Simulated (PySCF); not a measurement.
## Electronic structure of C4H4Cl2N2Si (SMILES N#C[SiH](C#N)CC(Cl)Cl) in real space

Input file:

```
{"job": {"kind": "uv", "xc": "CAM-B3LYP", "basis": "def2-SVPD", "nstates": 8, "ntriplets": 3}, "charge": 0, "multiplicity": 1}
N      1.271938     2.678976     0.873864
C      1.102104     1.745127     0.234405
Si     0.798317     0.215929    -0.796878
C      2.426223    -0.703968    -0.733115
N      3.423371    -1.265164    -0.709113
C     -0.481162    -0.861147     0.127964
C     -1.615413    -0.015532     0.649900
Cl    -2.252669     1.020837    -0.654251
Cl    -2.938847    -1.026226     1.291804
H      0.474229     0.569169    -2.173107
H     -0.029125    -1.393878     0.967141
H     -0.878998    -1.616655    -0.551397
H     -1.304357     0.653016     1.455056
```

Run with:

```sh
OMP_NUM_THREADS=1 python probes_run.py task.json out
```

Geometry: GFN2-xTB.

Computed with CAM-B3LYP/def2-SVPD, SCF density, gas phase (PySCF).

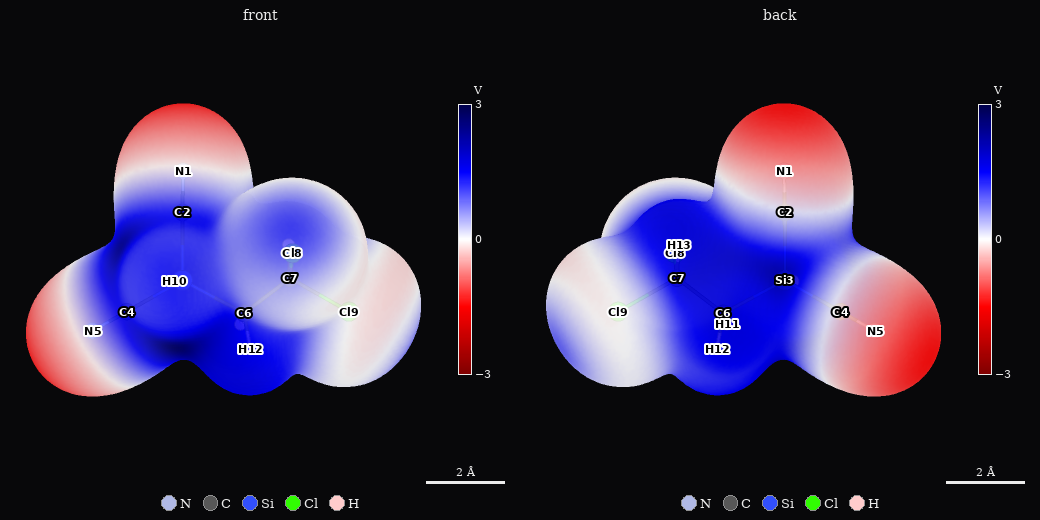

Figure 1. The electrostatic potential painted on the density surface at 0.002 e/bohr³, seen from the front and from behind; red is negative and blue positive.

Describe the electrostatic potential map.

Answer. The most negative region (about −1.4 V, or −32 kcal/mol for a unit charge) lies over N1 and N5, the most positive (about +2.6 V, or +60 kcal/mol for a unit charge) over Si3. Cl8 shows a σ-hole: about +1.1 V, or +25 kcal/mol for a unit charge at the tip opposite its bond, against about +0.3 V on its flanks. Cl9 shows a σ-hole: about +0.9 V, or +21 kcal/mol for a unit charge at the tip opposite its bond, against about 0.0 V on its flanks.

What dipole moment does the calculation give?

Answer. Its dipole moment is 3.14 D.

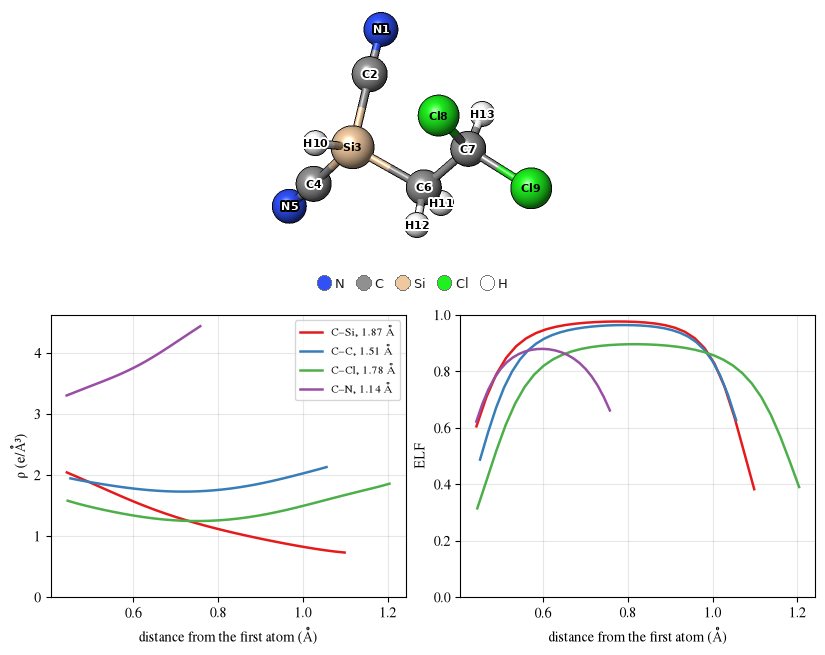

Figure 2. Total electron density and electron localisation function along straight lines between neighbouring atoms. The curves leave out the atomic cores. The structure is drawn too.

What can be read from the curves?

Answer. C–Si (1.87 Å): the density is about 0.91 e/Å³ at the midpoint; the ELF peaks at about 1 between the atoms, as expected for localised, covalent bonding.
C–C (1.51 Å): ρ is about 1.7 e/Å³ halfway; the ELF peaks at about 0.95 between the atoms: a shared electron pair.
C–Cl (1.78 Å): ρ at the midpoint is about 1.3 e/Å³; the ELF peaks at about 0.90 between the atoms (a covalent bond).
C–N (1.14 Å): the density is about 3.7 e/Å³ at the midpoint; the ELF peaks at about 0.90 between the atoms: a short, multiple covalent bond.
